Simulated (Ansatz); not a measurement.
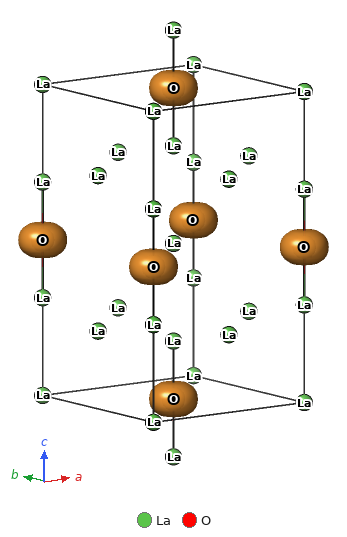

Figure. La5O. Isosurface of the electron localisation function at 0.75 (orange), seen at an oblique angle. Only the valence region is drawn (cores and ρ < 0.01 e/Å³ removed). Sticks mark near contacts.

Space group I4/mmm; a structure generated by program, which may or may not match a known phase; computed without spin polarisation.

Level of theory: Ansatz, DFT PBE, scalar-relativistic, plane waves, PAW.

Input

```
crystal:
  lattice:
    - [-3.2706826093, 3.2706826093, 5.5331593386]
    - [3.2706826093, -3.2706826093, 5.5331593386]
    - [3.2706826093, 3.2706826093, -5.5331593386]
  atoms:
    - { symbol: La, position: [0.75, 0.25, 0.5] }
    - { symbol: La, position: [0.25, 0.75, 0.5] }
    - { symbol: La, position: [0.3138692092, 0.3138692092, 0.0] }
    - { symbol: La, position: [0.6861307908, 0.6861307908, 0.0] }
    - { symbol: La, position: [0.0, 0.0, 0.0] }
    - { symbol: O, position: [0.5, 0.5, 0.0] }
basis:
  ecutwfc: 420
kpoints:
  mp_grid: { grid: [8, 8, 8] }
hamiltonian:
  xc: pbe
scf:
  occupations: { method: gaussian, width: 0.1 }
output:
  forces: true
  stress: true
  eigenvalues: true
  write_density: true
  write_potential: true
  elf: true
  volumetric_format: npy
relax:
  adjacent_minimum: "off"
  f_tol: 0.01
  max_steps: 80
  cell: { stress_tol: 0.05 }
```

Command:

```sh
ansatz run input.yaml --threads 1 --pin off --max-ram 2560MiB --backend cpu --events-out ev --progress --plain --runs-dir out
```

Below, planes, directions and counts refer to the conventional cell (a = 6.57 Å, b = 6.57 Å, c = 11.09 Å, α = 90.00°, β = 90.00°, γ = 90.00°).

The fields are those of the run's last geometry, not of the input's.

Q: What do the ELF domains correspond to?

A: The surface consists of two regions wrapped around O (the valence shell of each), counted in one cell of 12 atoms. Any copies at cell faces, edges or corners count once. Along the contacts the grid gives the following. La–O (2.06 Å): the ELF peaks at about 0.80 in the valence shell of O, 0.5 Å from its nucleus, and drops to about 0.40 between the two atoms.
